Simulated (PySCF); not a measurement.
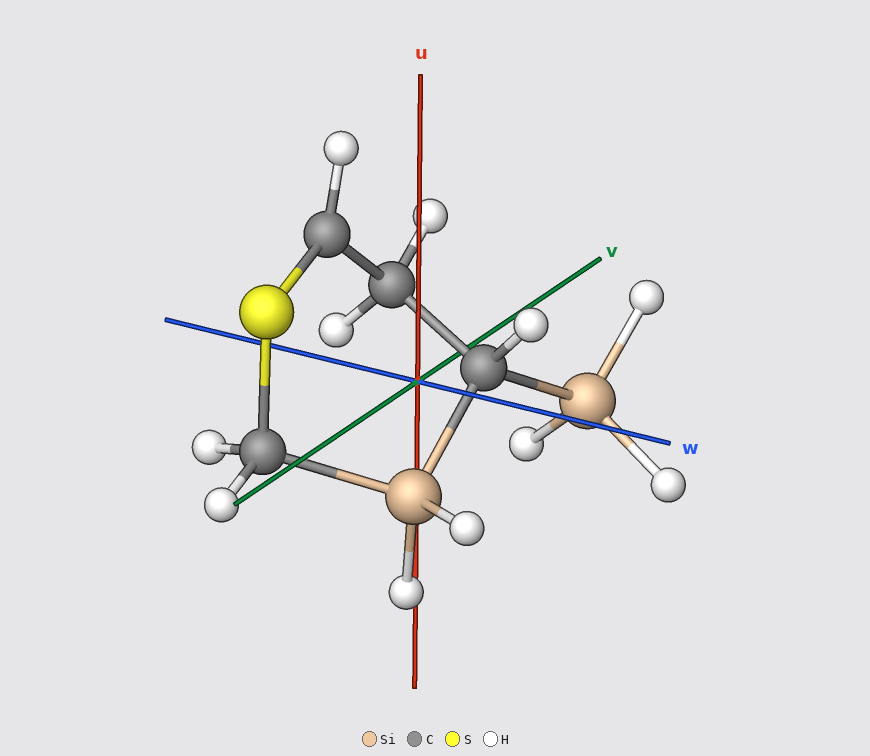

The lines u, v and w are the principal axes of the g tensor. Charge 0, doublet. The geometry was computed by an optimisation with GFN2-xTB. No frequency run is at hand to confirm it as a minimum. Properties computed with UKS B3LYP, pcH-1 on C H S Si, non-relativistic, mean-field spin-orbit, GIAO (PySCF 2.14.0).

Question. Along which axis does g lie farthest from the free-electron value?

Answer. Along u: the shift is 5835 ppm.

Give the principal values and shifts.

```tsv
axis	g	shift (ppm)
u	2.00815	5835
v	2.00432	2006
w	2.00199	−325
```

The geometry is semi-empirical. Around Si such bond lengths and angles can be off by a tenth of an ångström or more and by several degrees, and values that hang on the shape move with them.
